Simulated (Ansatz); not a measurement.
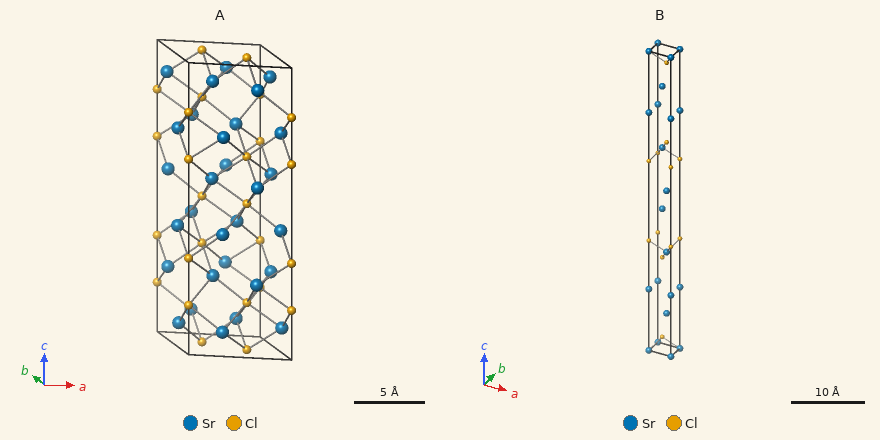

Two structures of Sr3Cl2, each relaxed to rest (conventional cells in solid outline, small ones repeated, not to one scale). Method: Ansatz, DFT PBE, scalar-relativistic, plane waves, PAW, without spin polarisation.

### Characterise the two forms.

A: 30 atoms a cell on a rhombohedral (trigonal R) lattice, R-3c. B: 15 atoms a cell on a rhombohedral (trigonal R) lattice, R-3m.

### A or B: which is lower in energy?

B is lower, by 69 meV/atom at this level of theory (energies at zero smearing). Volumes: A 35.5, B 47.6 Å³/atom.

One or both may be structure types tried for this composition rather than known phases.
